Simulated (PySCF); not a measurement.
Al2 (charge −1, quartet)

| atom | x (Å) | y (Å) | z (Å) |
| --- | --- | --- | --- |
| Al | 0.0000 | 0.0000 | -1.2845 |
| Al | 0.0000 | 0.0000 | 1.2845 |

These are results of PySCF, PBE0/aug-cc-pVDZ(-PP), non-relativistic Hamiltonian with scalar-relativistic core potentials where named, at a bond length of 2.569 Å, not measurements.

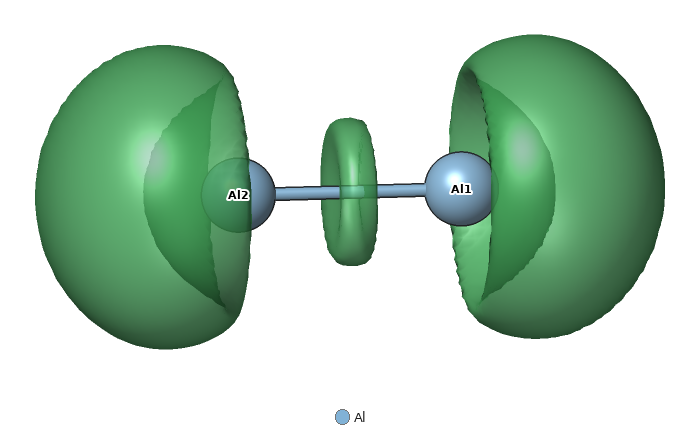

Figure 1. Isosurface of the ELF at 0.8 (green), seen from one side. Core shells and regions of very low density are left out.

> What do the ELF domains correspond to?

The surface consists of one region between bonded Al–Al atoms (shared pairs) and two lobes on Al, pointing away from the bonds (non-bonding electrons). Along the contacts the grid gives the following. Al–Al (2.57 Å): the ELF peaks at about 0.85 between the atoms; a covalent bond.

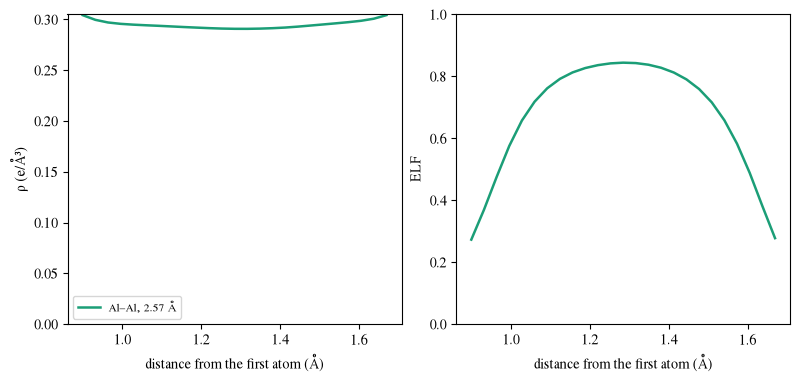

Figure 2. Total electron density and ELF along straight lines between neighbouring atoms. The curves leave out the atomic cores.

> What can be read from the curves?

Al–Al (2.57 Å): the density is about 0.29 e/Å³ at the midpoint; the ELF peaks at about 0.85 between the atoms, as expected for localised, covalent bonding.
